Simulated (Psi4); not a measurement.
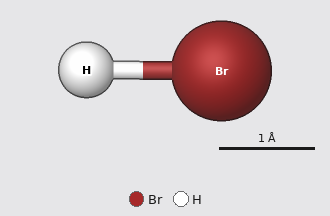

**Figure 1.** The input geometry (ball-and-stick view, seen at a tilt).

**HBr: frequency calculation (part 1 of 3)**

System: HBr.
Method: CAM-B3LYP/6-311G**, RKS, dispersion D3(BJ) (Psi4 1.11).

The geometry was optimised with CAM-B3LYP/6-311G**.

### The program's output
```
Psi4 1.11 release

         ----------------------------------------------------------
                                   FINDIF
         ----------------------------------------------------------

  Using finite-differences of gradients to determine vibrational frequencies and
  normal modes. Resulting frequencies are only valid at stationary points.
    Generating geometries for use with 3-point formula.
    Displacement size will be 5.00e-03.
    Number of atoms is 2.
    Number of irreps is 4.
    Number of SALCs is 3.
    Translations projected? 1. Rotations projected? 0.
    Index of SALCs per irrep:
      1 :  0
      2 :
      3 :  1
      4 :  2
    Number of SALCs per irrep:
      Irrep 1: 1
      Irrep 2: 0
      Irrep 3: 1
      Irrep 4: 1
    Number of geometries (including reference) is 5.
    Number of displacements per irrep:
      Irrep 1: 2
      Irrep 2: 0
      Irrep 3: 1
      Irrep 4: 1
 5 displacements needed ...

  //>>>>>>>>>>>>>>>>>>>>>>>>>>>>>>>>>>>//
  //    FiniteDifference Computations  //
  //<<<<<<<<<<<<<<<<<<<<<<<<<<<<<<<<<<<//

    -----------------------------------------------------------------------
                               Psi4 1.11 release

    h
    h
    h

    -----------------------------------------------------------------------

    Memory:     1.5 GiB
    Threads:    1
                ecpint, einsums, f̶o̶r̶t̶e̶, gauxc, gcp, g̶d̶m̶a̶, geometric, g̶p̶u̶_̶d̶f̶c̶c̶,
                i̶n̶t̶e̶g̶r̶a̶t̶o̶r̶x̶x̶, i̶p̶i̶, libefp, m̶d̶i̶, m̶p̶2̶d̶, m̶r̶c̶c̶, ooo,
                o̶p̶e̶n̶f̶e̶r̶m̶i̶o̶n̶p̶s̶i̶4̶, pcmsolver, p̶s̶i̶4̶f̶o̶c̶k̶c̶i̶, p̶s̶i̶x̶a̶s̶,
                p̶y̶e̶i̶n̶s̶u̶m̶s̶, r̶e̶s̶p̶, s̶i̶m̶i̶n̶t̶, s̶n̶s̶m̶p̶2̶,
                v̶2̶r̶d̶m̶_̶c̶a̶s̶s̶c̶f̶

gradient() will perform analytic gradient computation.

   => Loading Basis Set <=

    Name: 6-311G**
    Role: ORBITAL
    Keyword: BASIS

   => CAM-B3LYP-D3(BJ): Empirical Dispersion <=

        s6 =       1.000000
        s8 =       2.067400
        a1 =       0.370800
        a2 =       5.474300

         ---------------------------------------------------------
                                   SCF
                              RKS Reference
                        1 Threads,   1525 MiB Core
         ---------------------------------------------------------

  ==> Geometry <==

    Molecular point group: c2v
    Full point group: C_inf_v

    Geometry (in Bohr), charge = 0, multiplicity = 1:

       Center              X                  Y                   Z               Mass
    ------------   -----------------  -----------------  -----------------  -----------------
         BR           0.000000000000     0.000000000000    -0.033859186695    78.918337600000
         H            0.000000000000     0.000000000000     2.651363719907     1.007825032230

  Running in c2v symmetry.

  Rotational constants: A = ************  B =      8.38995  C =      8.38995 [cm^-1]
  Rotational constants: A = ************  B = 251524.41065  C = 251524.41065 [MHz]
  Nuclear repulsion =   13.034299653093841

  Charge       = 0
  Multiplicity = 1
  Electrons    = 36
  Nalpha       = 18
  Nbeta        = 18

  ==> Algorithm <==

  SCF Algorithm Type is DF.
  DIIS enabled.
  MOM disabled.
  Fractional occupation disabled.
  Guess Type is SAD.
  Energy threshold   = 1.00e-08
  Density threshold  = 1.00e-08
  Integral threshold = 1.00e-12

  ==> Primary Basis <==

  Basis Set: 6-311G**
    Blend: 6-311G**
    Number of shells: 22
    Number of basis functions: 50
    Number of Cartesian functions: 53
    Spherical Harmonics?: true
    Max angular momentum: 2

  ==> DFT Potential <==

   => LibXC <=

    Version 7.1.2

   => Composite Functional: CAM-B3LYP-D3BJ2B <=

    CAM-B3LYP-d3bj2b Hyb-GGA Exchange-Correlation Functional

    Deriv               =              1
    GGA                 =           TRUE
    Meta                =          FALSE

    Exchange Hybrid     =           TRUE
    MP2 Hybrid          =          FALSE

   => Exchange Functionals <=

    0.3500         Becke 88 [omega = 0.3300]
    0.4600   Short-range recipe for B88 functional - erf [omega = 0.3300]

   => Exact (HF) Exchange <=

    0.4600            HF,LR [omega = 0.3300]
    0.1900               HF

   => Correlation Functionals <=

    0.1900   Vosko, Wilk & Nusair (VWN5)
    0.8100   Lee, Yang & Parr

   => LibXC Density Thresholds  <==

    XC_HYB_GGA_XC_CAM_B3LYP:  1.00E-14

   => Molecular Quadrature <=

    Radial Scheme          =       TREUTLER
    Pruning Scheme         =           NONE
    Nuclear Scheme         =       TREUTLER

    Blocking Scheme        =         OCTREE
    BS radius alpha        =              1
    Pruning alpha          =              1
    Radial Points          =             75
    Spherical Points       =            302
    Total Points           =          42447
    Total Blocks           =            382
    Max Points             =            253
    Max Functions          =             50
    Weights Tolerance      =       1.00E-15

   => Loading Basis Set <=

    Name: DEF2-UNIVERSAL-JKFIT
    Role: JKFIT
    Keyword: DF_BASIS_SCF

  ==> Integral Setup <==

  DFHelper Memory: AOs need 0.017 GiB; user supplied 1.070 GiB.
  SCF_SUBTYPE=INCORE selected. In-core MEM_DF algorithm will be used.
  Using in-core AOs.

  ==> MemDFJK: Density-Fitted J/K Matrices <==

    J tasked:                   Yes
    K tasked:                   Yes
    wK tasked:                  Yes
    Omega:                3.300E-01
    Memory [MiB]:              1095
    Algorithm:                 Core
    Schwarz Cutoff:           1E-12
    Mask sparsity (%):       0.0000
    Fitting Condition:        1E-10

   => Auxiliary Basis Set <=

  Basis Set: DEF2-UNIVERSAL-JKFIT
    Blend: DEF2-UNIVERSAL-JKFIT
    Number of shells: 66
    Number of basis functions: 284
    Number of Cartesian functions: 391
    Spherical Harmonics?: true
    Max angular momentum: 5

  Cached 100.0% of DFT collocation blocks in 0.048 [GiB].

  Minimum eigenvalue in the overlap matrix is 1.0755262070E-02.
  Reciprocal condition number of the overlap matrix is 2.6830186885E-03.
    Using symmetric orthogonalization.

  ==> Pre-Iterations <==

  SCF Guess: Superposition of Atomic Densities via on-the-fly atomic UHF (no occupation information).

   -------------------------
    Irrep   Nso     Nmo
   -------------------------
     A1        25      25
     A2         3       3
     B1        11      11
     B2        11      11
   -------------------------
    Total      50      50
   -------------------------

  ==> Iterations <==

                           Total Energy        Delta E     RMS |[F,P]|

   @DF-RKS iter SAD: -2573.24471171757386   -2.57324e+03   0.00000e+00
   @DF-RKS iter   1: -2574.41120178429719   -1.16649e+00   7.22861e-02 ADIIS/DIIS
   @DF-RKS iter   2: -2574.42619586525507   -1.49941e-02   7.29137e-02 ADIIS/DIIS
   @DF-RKS iter   3: -2574.84708767848178   -4.20892e-01   1.15224e-03 ADIIS/DIIS
   @DF-RKS iter   4: -2574.84719423379420   -1.06555e-04   8.24675e-05 DIIS
   @DF-RKS iter   5: -2574.84719726801268   -3.03422e-06   3.63374e-05 DIIS
   @DF-RKS iter   6: -2574.84719781307876   -5.45066e-07   3.09600e-06 DIIS
   @DF-RKS iter   7: -2574.84719781953208   -6.45332e-09   1.26238e-06 DIIS
   @DF-RKS iter   8: -2574.84719782017510   -6.43013e-10   9.84249e-08 DIIS
   @DF-RKS iter   9: -2574.84719782017692   -1.81899e-12   3.64000e-09 DIIS
  Energy and wave function converged.

  ==> Post-Iterations <==

   Electrons on quadrature grid:
      Ntotal   =   36.0000005355 ; deviation = 5.355e-07

    Orbital Energies [Eh]
    ---------------------

    Doubly Occupied:

       1A1  -482.901814     2A1   -62.551465     3A1   -56.373443
       1B2   -56.369621     1B1   -56.369621     4A1    -8.772868
       5A1    -6.605978     2B1    -6.592932     2B2    -6.592932
       6A1    -2.719082     3B2    -2.714934     3B1    -2.714934
       1A2    -2.704726     7A1    -2.704726     8A1    -0.879628
       9A1    -0.511050     4B1    -0.370729     4B2    -0.370729

    Virtual:

      10A1     0.027304    11A1     0.222378     5B2     0.334912
       5B1     0.334912    12A1     0.339603    13A1     0.537117
       6B2     0.620281     6B1     0.620281     2A2     0.683240
      14A1     0.683240    15A1     0.895821     7B2     1.475434
       7B1     1.475434    16A1     1.931000     8B1     1.942360
       8B2     1.942360    17A1     2.012934    18A1     2.411434
       3A2     4.199005    19A1     4.199005     9B2     4.235366
       9B1     4.235366    20A1     4.381556    21A1     6.554219
      10B1     7.514460    10B2     7.514460    22A1     7.555856
      23A1    47.840076    11B1   289.659699    11B2   289.659699
      24A1   289.722945    25A1  1020.406934

    Final Occupation by Irrep:
             A1    A2    B1    B2
    DOCC [     9,    1,    4,    4 ]
    NA   [     9,    1,    4,    4 ]
    NB   [     9,    1,    4,    4 ]

  @DF-RKS Final Energy: -2574.84719782017692

   => Energetics <=

    Nuclear Repulsion Energy =             13.0342996530938411
    One-Electron Energy =               -3608.6120525900332723
    Two-Electron Energy =                1092.4915700013098103
    DFT Exchange-Correlation Energy =     -71.7607370448846495
    Empirical Dispersion Energy =          -0.0002778396627264
    VV10 Nonlocal Energy =                  0.0000000000000000
    Total Energy =                      -2574.8471978201769161

Computation Completed

Properties will be evaluated at   0.000000,   0.000000,   0.000000 [a0]

Properties computed using the SCF density matrix

 Multipole Moments:

 ------------------------------------------------------------------------------------
     Multipole            Electronic (a.u.)      Nuclear  (a.u.)        Total (a.u.)
 ------------------------------------------------------------------------------------

 L = 1.  Multiply by 2.5417464519 to convert [e a0] to [Debye]
 Dipole X            :          0.0000000            0.0000000            0.0000000
 Dipole Y            :          0.0000000           -0.0000000           -0.0000000
 Dipole Z            :         -1.0275021            1.4662922            0.4387900
 Magnitude           :                                                    0.4387900

 ------------------------------------------------------------------------------------

	total time  =          1 seconds =       0.02 minutes

         ------------------------------------------------------------
                                   SCF GRAD
         ------------------------------------------------------------

  ==> Geometry <==

    Molecular point group: c2v
    Full point group: C_inf_v

    Geometry (in Bohr), charge = 0, multiplicity = 1:

       Center              X                  Y                   Z               Mass
    ------------   -----------------  -----------------  -----------------  -----------------
         BR           0.000000000000    -0.000000000000    -0.033859186695    78.918337600000
         H            0.000000000000    -0.000000000000     2.651363719907     1.007825032230

  Nuclear repulsion =   13.034299653093841

  ==> Basis Set <==

  Basis Set: 6-311G**
    Blend: 6-311G**
    Number of shells: 22
    Number of basis functions: 50
    Number of Cartesian functions: 53
    Spherical Harmonics?: true
    Max angular momentum: 2

  ==> DFJKGrad: Density-Fitted SCF Gradients <==

    Gradient:                    1
    J tasked:                  Yes
    K tasked:                  Yes
    wK tasked:                 Yes
    Omega:               3.300E-01
    Integrals threads:           1
    Memory [MiB]:             1144
    Schwarz Cutoff:          1E-12
    Fitting Condition:       1E-10

   => Auxiliary Basis Set <=

  Basis Set: DEF2-UNIVERSAL-JKFIT
    Blend: DEF2-UNIVERSAL-JKFIT
    Number of shells: 66
    Number of basis functions: 284
    Number of Cartesian functions: 391
    Spherical Harmonics?: true
    Max angular momentum: 5

   => Molecular Quadrature <=

    Radial Scheme          =       TREUTLER
    Pruning Scheme         =           NONE
    Nuclear Scheme         =       TREUTLER

    Blocking Scheme        =         OCTREE
    BS radius alpha        =              1
    Pruning alpha          =              1
    Radial Points          =             75
    Spherical Points       =            302
    Total Points           =          42447
    Total Blocks           =            382
    Max Points             =            253
    Max Functions          =             50
    Weights Tolerance      =       1.00E-15

  -Total Gradient:
     Atom            X                  Y                   Z
    ------   -----------------  -----------------  -----------------
       1        0.000000000000     0.000000000000    -0.000071187984
       2        0.000000000000    -0.000000000000     0.000066856338

	total time  =          0 seconds =       0.00 minutes

    Psi4 run time: 0:00:01.19

    -----------------------------------------------------------------------
                               Psi4 1.11 release

    h
    h
    h

    -----------------------------------------------------------------------

    Memory:     1.5 GiB
    Threads:    1
                ecpint, einsums, f̶o̶r̶t̶e̶, gauxc, gcp, g̶d̶m̶a̶, geometric, g̶p̶u̶_̶d̶f̶c̶c̶,
                i̶n̶t̶e̶g̶r̶a̶t̶o̶r̶x̶x̶, i̶p̶i̶, libefp, m̶d̶i̶, m̶p̶2̶d̶, m̶r̶c̶c̶, ooo,
                o̶p̶e̶n̶f̶e̶r̶m̶i̶o̶n̶p̶s̶i̶4̶, pcmsolver, p̶s̶i̶4̶f̶o̶c̶k̶c̶i̶, p̶s̶i̶x̶a̶s̶,
                p̶y̶e̶i̶n̶s̶u̶m̶s̶, r̶e̶s̶p̶, s̶i̶m̶i̶n̶t̶, s̶n̶s̶m̶p̶2̶,
                v̶2̶r̶d̶m̶_̶c̶a̶s̶s̶c̶f̶

gradient() will perform analytic gradient computation.

  ==> Geometry <==

    Molecular point group: c2v
    Full point group: C_inf_v

    Geometry (in Bohr), charge = 0, multiplicity = 1:

       Center              X                  Y                   Z               Mass
    ------------   -----------------  -----------------  -----------------  -----------------
         BR           0.000000000000    -0.000000000000    -0.033922388449    78.918337600000
         H            0.000000000000    -0.000000000000     2.656312770765     1.007825032230

  Running in c2v symmetry.

  Rotational constants: A = ************  B =      8.35872  C =      8.35872 [cm^-1]
  Rotational constants: A = ************  B = 250588.03938  C = 250588.03938 [MHz]
  Nuclear repulsion =   13.010015083675141

  Charge       = 0
  Multiplicity = 1
  Electrons    = 36
  Nalpha       = 18
  Nbeta        = 18

   => Auxiliary Basis Set <=

  Basis Set: DEF2-UNIVERSAL-JKFIT
    Blend: DEF2-UNIVERSAL-JKFIT
    Number of shells: 66
    Number of basis functions: 284
    Number of Cartesian functions: 391
    Spherical Harmonics?: true
    Max angular momentum: 5

  Cached 100.0% of DFT collocation blocks in 0.048 [GiB].

  Minimum eigenvalue in the overlap matrix is 1.0760910751E-02.
  Reciprocal condition number of the overlap matrix is 2.6862792585E-03.
    Using symmetric orthogonalization.

  ==> Iterations <==
```
